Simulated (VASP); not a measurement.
Band structure of Sn$_{2}$Pt (space group Fm-3m). These are LDA (Ceperley-Alder, Perdew-Zunger), VASP's LDA PAW potentials (set 64) (plane waves; VASP) values and carry that method's errors.

Unless said otherwise, spin-orbit coupling is left out, though it shifts the bands of the heavy elements here.

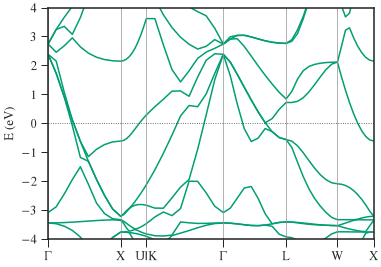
Figure: Bands along high-symmetry lines, zero at the valence-band maximum or, without a gap, the Fermi level

Read the plot: is there a gap, and where are the band edges?

It has no gap at this level: it comes out as a metal or semimetal.

The structure comes from a computed database's Sn2Pt entry; how it stands against other phases isn't given here. The cell was not relaxed at this level.
